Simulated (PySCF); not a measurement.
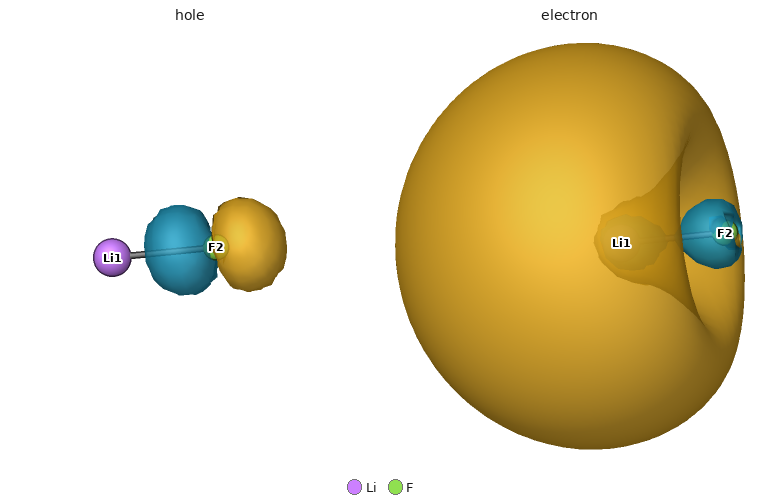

Figure 1: FLi, SMILES `[Li+].[F-]`. Leading natural transition orbital pair of S₃ (TDA singlet states); the surfaces enclose about 78 % of each orbital's density.

PySCF calculation, CAM-B3LYP/def2-SVP, gas phase; geometry: GFN2-xTB. The pair's geometry is semi-empirical, so its contact may be too short or too long. GFN2-xTB bond lengths at metals and heavier atoms can be off by up to 0.1 Å and shapes distorted, which carries into these values. The basis has no diffuse functions, which an anion needs. Without diffuse functions Rydberg states are missing, so the states' numbers hold for this basis only.

Give its energy and the atoms that hole and electron lie on.

Answer. 5.65 eV (219 nm), f = 0.001 (very weak), partly diffuse acceptor orbital, which a basis without diffuse functions describes poorly; the leading pair carries 100 %; hole on F2 (94 %) and Li1 (6 %), electron on Li1 (97 %) (atom shares of so diffuse an orbital are rough); their centroids lie 2.2 Å apart. In canonical orbitals it is mainly HOMO−2 → LUMO (97 %). The HOMO–LUMO gap is 8.43 eV.

The PySCF run took 3 s on 1 thread of Arm Neoverse V1 (shared host), peak memory 0.18 GiB.
